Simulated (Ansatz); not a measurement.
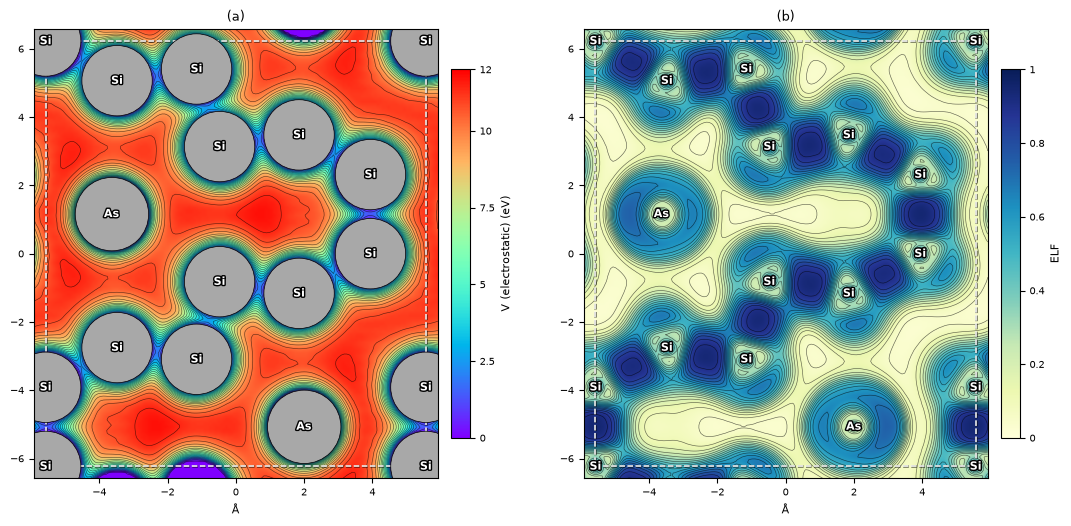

Figure. Si$_{6}$As. (a) electrostatic potential energy of an electron; (b) ELF on the (100) plane of the conventional cell. Grey discs cover the atomic cores in the potential map.

Space group Cmcm; a generated structure, not necessarily the stable one.

Theory: DFT PBE, scalar-relativistic, plane waves, PAW (Ansatz).

What does the map show?

- The plane passes through Si and As nuclei.
- Si–Si (2.32 Å): the ELF peaks at about 0.95 between the atoms.
- Si–Si (2.37 Å): the ELF peaks at about 0.95 between the atoms.
- Outside the cores the potential energy rises away from the atoms and is highest about 2.2 Å from the nearest atoms; its zero is arbitrary.
